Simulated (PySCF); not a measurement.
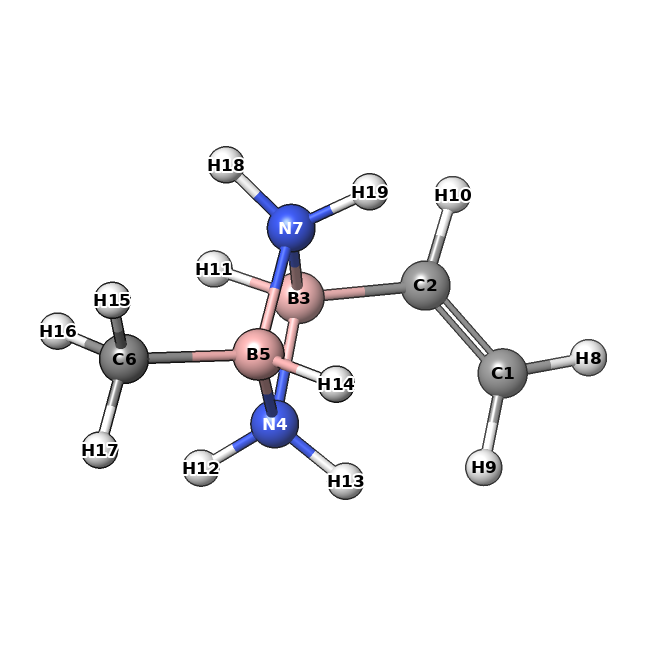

The computed structure is the end point of a PBE0-D3(BJ)/def2-SVP optimisation. No frequency run is at hand to confirm it as a minimum. Method: B3LYP/pcJ-1 indirect spin-spin coupling, non-relativistic, gas phase (PySCF 2.14.0). Isotopes: 11B, 13C, 1H, 15N.

Give the spin–spin coupling constants of these pairs, with the number of bonds between them: C2/B3, B3/N7, B5/C6, N7/H19, N7/H18, N4/C6, N7/H14, N4/H19, N4/H16, N4/H15, N7/H16.

```json
{"pair": "C2, B3", "bonds apart": "1", "J (Hz)": "65.8"}
{"pair": "B3, N7", "bonds apart": "1", "J (Hz)": "−8.0"}
{"pair": "B5, C6", "bonds apart": "1", "J (Hz)": "54.3"}
{"pair": "N7, H19", "bonds apart": "1", "J (Hz)": "−75.0"}
{"pair": "N7, H18", "bonds apart": "1", "J (Hz)": "−75.3"}
{"pair": "N4, C6", "bonds apart": "2", "J (Hz)": "−0.7"}
{"pair": "N7, H14", "bonds apart": "2", "J (Hz)": "−2.1"}
{"pair": "N4, H19", "bonds apart": "3", "J (Hz)": "−1.3"}
{"pair": "N4, H16", "bonds apart": "3", "J (Hz)": "−1.5"}
{"pair": "N4, H15", "bonds apart": "3", "J (Hz)": "−5.6"}
{"pair": "N7, H16", "bonds apart": "3", "J (Hz)": "−1.5"}
```
